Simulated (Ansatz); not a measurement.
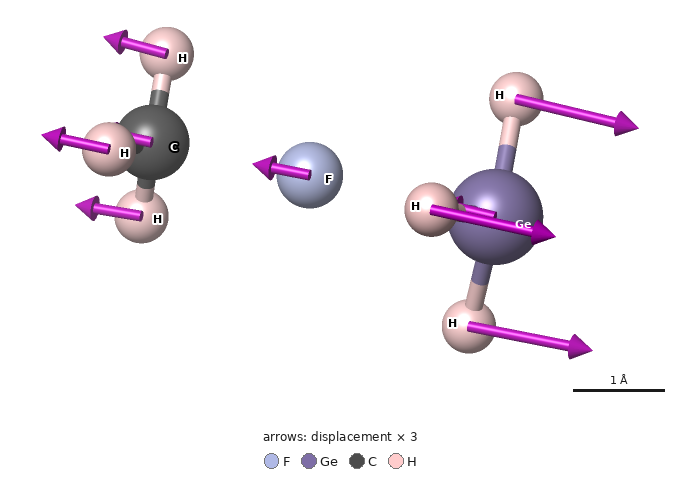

A constrained relaxation of CH6FGe (multiplicity 2). The starting structure is drawn; purple arrows show the displacements, magnified 3 times. The two geometries are superimposed by the best rigid fit.

Style: ball-and-stick. Shown at a tilt.

The reaction that was planned forms F1–C3 and breaks F1–Ge2 (atoms numbered from 1 in input order).

These are results of Ansatz, UKS PBE0-D4/def2-SVP, not measurements.

Input file:
```yaml
crystal:
  periodic: [false, false, false]
  atoms:
    - {symbol: F, position_ang: [-0.010900, -0.010200, 0.011000]}
    - {symbol: Ge, position_ang: [-0.781400, 1.884800, -0.804400]}
    - {symbol: C, position_ang: [0.672000, -1.610900, 0.685500]}
    - {symbol: H, position_ang: [0.410900, 2.387100, -0.029400]}
    - {symbol: H, position_ang: [-1.973300, 1.430500, 0.001600]}
    - {symbol: H, position_ang: [-0.497800, 1.134700, -2.081400]}
    - {symbol: H, position_ang: [1.571500, -1.218600, 1.114300]}
    - {symbol: H, position_ang: [0.745400, -2.142400, -0.241300]}
    - {symbol: H, position_ang: [-0.136700, -1.855000, 1.344200]}
basis:
  gaussian: {orbitals: def2-SVP}
magnetization: {spin_polarized: true, initial_magnetization: 1}
hamiltonian: {xc: pbe0, dispersion: d4}
relax: {f_tol: 0.04, max_steps: 150, escape_saddle: false, constraints: [{distance: [0, 2]}, {distance: [0, 1]}]}
```

Run as
```bash
ansatz run in.yaml --threads 8 --pin off --events-out ev --progress --plain --max-ram 19148MiB
```

Which element moves most?

Answer. Hydrogen: up to 0.49 Å, against 0.23 Å for fluorine.

What happened in the run?

Answer. Over 4 geometry steps the energy falls by 52.3 kJ/mol. Largest force component: 0.63 eV/Å at the start, 0.036 eV/Å at the end. The largest moves after the best rigid fit, 0.49 Å, are those of H4, H5 and H6. Largest moves by element: H 0.49 Å, F 0.23 Å, C 0.23 Å, Ge 0.23 Å. Near-neighbour distances that change, for instance: Ge2–H4 1.508 → 1.539 Å, C3–H7 1.071 → 1.090 Å. Among the angles between lasting bonds that change: H4–Ge2–H5 116.8° → 112.0°. Cost: 6.5 s on 8 threads of Arm Neoverse V1, on a shared host.
